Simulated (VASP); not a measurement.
Band structure of SnS2 (1T layered). These are PBE GGA with D3 dispersion (zero damping), VASP's PBE PAW potentials (set 64) (plane waves; VASP) values and carry that method's errors.

Unless said otherwise, spin-orbit coupling is left out, though it shifts the bands of the heavy elements here.

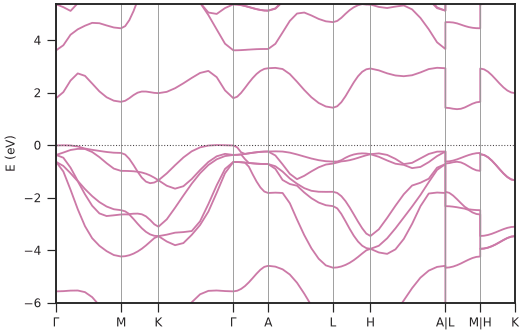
Bands along high-symmetry lines, zero at the valence-band maximum or, without a gap, the Fermi level

Problem. Read the plot: is there a gap, and where are the band edges?

Solution. The gap is indirect, 1.37 eV, from the valence maximum at K-Γ at 0.78 to the conduction minimum at L-M at 0.33. (Edges off the drawn lines would not show.)

Measured: gap 2.18 eV (computed value off by -0.81 eV), as given by Joseph M. Gonzalez et al., Physical Review B (2016), arXiv:1609.04381.

The compound is SnS2 in the 1T layered structure. It was relaxed first.
